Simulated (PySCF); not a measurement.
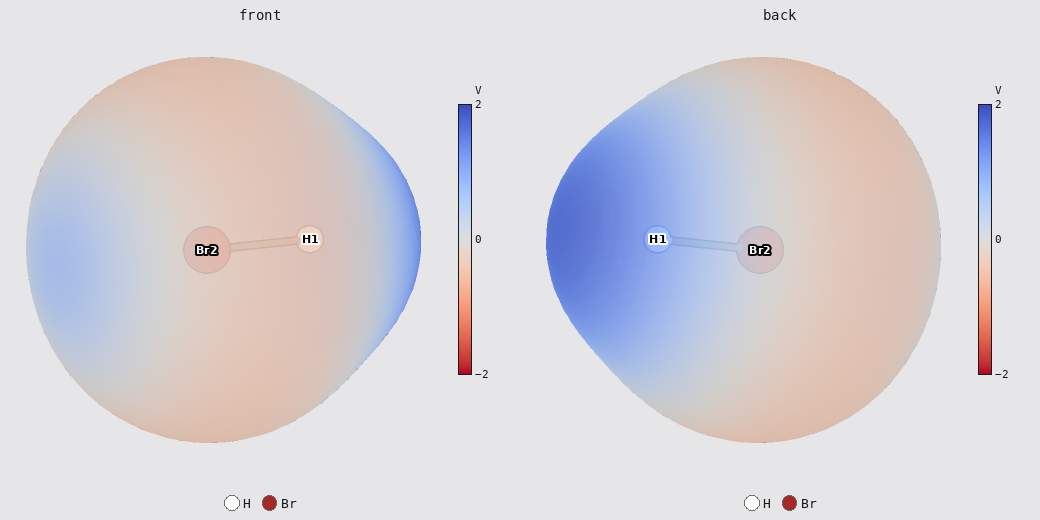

*HBr. The electrostatic potential painted on the density surface at 0.001 e/bohr³, seen from the front and from behind; red is negative and blue positive.*

All numbers below come from PBE0/def2-TZVPP, non-relativistic Hamiltonian with scalar-relativistic core potentials where named, at a bond length of 1.422 Å in PySCF.

| atom | x (Å) | y (Å) | z (Å) |
| --- | --- | --- | --- |
| H | 0.0000 | 0.0000 | -1.4041 |
| Br | 0.0000 | 0.0000 | 0.0179 |

Describe the electrostatic potential map.

Answer. The most negative region (about −0.4 V) lies over Br2, the most positive (about +1.7 V) over H1. Br2 shows a σ-hole: about +0.6 V at the tip opposite its bond, against about −0.4 V on its flanks.
